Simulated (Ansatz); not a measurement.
**BH3Br− (SMILES [H][B-]([H])([H])Br): levels of theory compared**

Aim: a comparison of 6 runs (UB3LYP/STO-3G, UPBE/STO-3G, UPBE0/STO-3G, wB97X/STO-3G, RPA@PBE/STO-3G, CCSDT/STO-3G) of BH3Br−. 

The calculation is run with Ansatz 0.2.0.

3 further runs of the same task are left out: 3 that didn't finish.

### Step 1. Starting point

The species is BH3Br− (5 atoms), meant as a singlet with charge -1. SMILES: `[H][B-]([H])([H])Br`. The H5–B1 distance was set to 3.028 Å, away from the relaxed value. At this shape a bond of the SMILES string is far longer than usual.

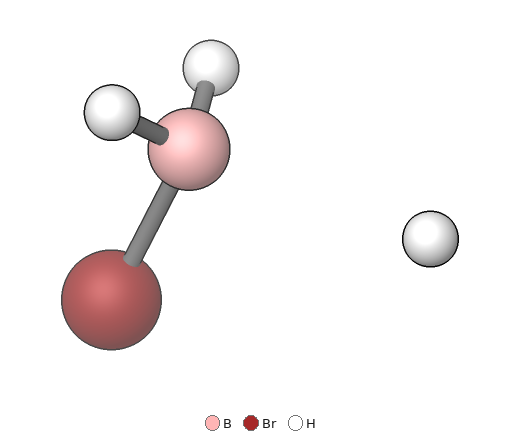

Viewed from a chosen angle; boron pink, bromine red, hydrogen white.

### Step 2. The energy at UB3LYP/STO-3G (run 1)

job.yaml reads:

```yaml
crystal:
  periodic: [false, false, false]
  atoms:
    - {symbol: B, position_ang: [0.858588, 1.498586, 0.379755]}
    - {symbol: Br, position_ang: [0.876198, 1.477026, 2.407685]}
    - {symbol: H, position_ang: [2.010538, 1.507386, 0.005035]}
    - {symbol: H, position_ang: [0.275288, 2.500676, 0.028425]}
    - {symbol: H, position_ang: [-0.576460, -0.996180, -0.561610]}
basis:
  gaussian:
    orbitals: STO-3G
total_charge: -1
magnetization:
  spin_polarized: true
hamiltonian:
  xc: {name: B3LYP}
accuracy: high
```

Launch:

```
ansatz run job.yaml --threads 1 --pin off --max-ram 2610MiB --events-out events.jsonl --progress --plain --runs-dir runs
```

Output:

```text
Warning: RAYON_NUM_THREADS=1 ignored (pool sized by the plan → 1); use --threads N
Functional definition: B3LYP
  name "B3LYP"
  parameter a0 = 0.2
  parameter ax = 0.72
  parameter ac = 0.81
  exchange = (1 - a0 - ax)*slater_x + ax*b88_x + a0*exact_x
  correlation = (1 - ac)*vwn_rpa_c + ac*lyp_c
361 factors; integrals over basis functions are off by at most 1.6e-8 eV
mean field evaluation 1: about -69985.0720 eV, gradient 1.2e1 eV
mean field evaluation 2: about -69965.5146 eV, gradient 2.9e1 eV
mean field evaluation 4: about -69989.0405 eV, gradient 7.4e0 eV
mean field evaluation 8: about -69989.6406 eV, gradient 1.5e-1 eV
mean field evaluation 16: about -69989.6409 eV, gradient 1.1e-6 eV
mean field evaluation 32: about -69990.3280 eV, gradient 7.8e-1 eV
mean field -69990.31187589 eV, -2572.0965203015 hartree, gradient 6.8e-8 eV, S^2 0.666021; 3 other end points of the search recorded, 0 dependent functions left out
reference -69990.31190477 eV, -2572.0965213629 hartree; 22, 22 occupied and 4, 4 virtual orbitals, 361 factors
Total energy: -69990.31190477 eV, -2572.0965213629 hartree
```

Wall time 4.2 s (1 thread of Arm Neoverse V2, shared host); peak memory 0.13 GiB.

### Step 3. The energy at UPBE/STO-3G (run 2)

run.yaml reads:

```yaml
crystal:
  periodic: [false, false, false]
  atoms:
    - {symbol: B, position_ang: [0.858588, 1.498586, 0.379755]}
    - {symbol: Br, position_ang: [0.876198, 1.477026, 2.407685]}
    - {symbol: H, position_ang: [2.010538, 1.507386, 0.005035]}
    - {symbol: H, position_ang: [0.275288, 2.500676, 0.028425]}
    - {symbol: H, position_ang: [-0.576460, -0.996180, -0.561610]}
basis:
  gaussian:
    orbitals: STO-3G
total_charge: -1
magnetization:
  spin_polarized: true
hamiltonian:
  xc: pbe
accuracy: high
```

Launch:

```
ansatz run run.yaml --threads 1 --pin off --max-ram 2610MiB --events-out events.jsonl --progress --plain --runs-dir runs
```

Output:

```text
Warning: RAYON_NUM_THREADS=1 ignored (pool sized by the plan → 1); use --threads N
Functional definition: PBE
  name "PBE"
  parameter kappa = 0.804
  parameter beta = 0.06672455060314922
  exchange = pbe_x(kappa = kappa, mu = beta*pi^2/3)
  correlation = pbe_c(beta = beta)
361 factors; integrals over basis functions are off by at most 1.6e-8 eV
mean field evaluation 1: about -69971.7097 eV, gradient 1.1e1 eV
mean field evaluation 2: about -69951.8919 eV, gradient 2.9e1 eV
mean field evaluation 4: about -69970.0336 eV, gradient 2.3e1 eV
mean field evaluation 8: about -69976.6716 eV, gradient 1.9e-1 eV
mean field evaluation 16: about -69976.8165 eV, gradient 1.0e0 eV
mean field evaluation 32: about -69977.0771 eV, gradient 2.3e-1 eV
mean field -69977.03164677 eV, -2571.6084808831 hartree, gradient 2.2e-8 eV, S^2 0.589500; 3 other end points of the search recorded, 0 dependent functions left out
reference -69977.03164866 eV, -2571.6084809526 hartree; 22, 22 occupied and 4, 4 virtual orbitals, 361 factors
Total energy: -69977.03164866 eV, -2571.6084809526 hartree
```

Run time: 4.2 s. Hardware: 1 thread of Arm Neoverse V2, shared host; peak memory 0.13 GiB.

Runs 3 to 4 aren't shown in full; the table further down has their settings and results.

### Step 4. A single-point energy at RPA@PBE/STO-3G (run 5)

run.yaml, as its differences from that of step 3:

```diff
@@ -12,6 +12,7 @@
 total_charge: -1
-magnetization:
-  spin_polarized: true
 hamiltonian:
-  xc: pbe
+  xc: {name: PBE}
+correlation:
+  method: rpa
+  frozen_orbitals: {B: 1, Br: 9, H: 0}
 accuracy: high
```

Launch:

```
ansatz run run.yaml --threads 1 --pin off --max-ram 2610MiB --events-out events.jsonl --progress --plain --runs-dir runs
```

Output, shortened:

```text
Warning: RAYON_NUM_THREADS=1 ignored (pool sized by the plan → 1); use --threads N
[... 2 set-up lines as earlier in the session ...]
[...]
361 factors; integrals over basis functions are off by at most 1.6e-8 eV
[...]
mean field -69976.67206234 eV, -2571.5952663991 hartree, gradient 2.9e-8 eV, S^2 0.000000; 0 other end points of the search recorded, 0 dependent functions left out; unrestricted orbitals would lower it
[...]
unrestricted determinant -69947.60132288 eV, -2570.5269364290 hartree, S^2 0.9772
10 core orbitals not correlated: weight in the atoms' cores, before any rotation towards them, 1.000 or more for the frozen orbitals, at most 0.000 for the correlated occupied ones
reference -69944.02357780 eV, -2570.3954567223 hartree; 12, 12 occupied and 4, 4 virtual orbitals, 361 factors
Total energy: -69950.04735839 eV, -2570.6168265760 hartree
```

Run time: 1.6 s. Hardware: 1 thread of Arm Neoverse V2, shared host; peak memory 0.099 GiB.

### Step 5. The energy at CCSDT/STO-3G (run 6)

molecule.yaml reads:

```yaml
crystal:
  periodic: [false, false, false]
  atoms:
    - {symbol: B, position_ang: [0.858588, 1.498586, 0.379755]}
    - {symbol: Br, position_ang: [0.876198, 1.477026, 2.407685]}
    - {symbol: H, position_ang: [2.010538, 1.507386, 0.005035]}
    - {symbol: H, position_ang: [0.275288, 2.500676, 0.028425]}
    - {symbol: H, position_ang: [-0.576460, -0.996180, -0.561610]}
basis:
  gaussian: {orbitals: STO-3G}
total_charge: -1
correlation: {method: ccsdt, frozen_orbitals: {B: 1, Br: 9, H: 0}}
accuracy: high
scf: {omitted_lower_state_checks: [cluster_reference, increment]}
```

Launch:

```
ansatz run molecule.yaml --threads 1 --pin off --max-ram 2610MiB --events-out events.jsonl --progress --plain --runs-dir runs
```

Output:

```text
Warning: RAYON_NUM_THREADS=1 ignored (pool sized by the plan → 1); use --threads N
[... 11 lines left out ...]
10 core orbitals not correlated: weight in the atoms' cores, before any rotation towards them, 1.000 or more for the frozen orbitals, at most 0.000 for the correlated occupied ones
[... 30 lines left out ...]
WARN: these amplitudes may be one of several solutions (largest doubles amplitude 0.82, level shift 5.90 eV)
Total energy: -69949.06221814 eV, -2570.5806233395 hartree
Checks for a lower state left out: cluster_reference, increment
```

Run time: 0.44 s. Hardware: 1 thread of Arm Neoverse V2, shared host.

### Step 6. Overview of the runs

| run | level | frozen core orbitals | energy (Eh) | wall time |
| --- | --- | --- | --- | --- |
| 1 | UB3LYP/STO-3G | – | -2572.096521 | 4.2 s |
| 2 | UPBE/STO-3G | – | -2571.608481 | 4.2 s |
| 3 | UPBE0/STO-3G | – | -2571.837064 | 3.9 s |
| 4 | wB97X/STO-3G | – | -2572.114218 | 4.2 s |
| 5 | RPA@PBE/STO-3G | 10 | -2570.616827 | 1.6 s |
| 6 | CCSDT/STO-3G | 10 | -2570.580623 | 0.44 s |

### Step 7. Summary of results

| quantity | value |
| --- | --- |
| run 6: total energy | -2570.58062 Eh |
| run 6: correlation energy (10 core orbitals frozen) | -167.7 mEh |
| run 6: T1 diagnostic | 0.088 |

**Reading.** Totals of different functionals can't be ranked against each other. In runs 5, 6 the log says that unrestricted orbitals would lower the reference, so the values rest on an unstable closed-shell determinant (other closed-shell runs at this shape may share the fault). In runs 1, 2, 3, 4, 5, 6 the basis is minimal, so the values are rough. Spin contamination of the reference: run 3 ⟨S²⟩ = 0.74, run 1 ⟨S²⟩ = 0.67, run 2 ⟨S²⟩ = 0.59. Where it is this large, the reference is a mixture of spin states, and values that rest on it are in doubt. All runs together took 19 s, the longest 4.2 s.
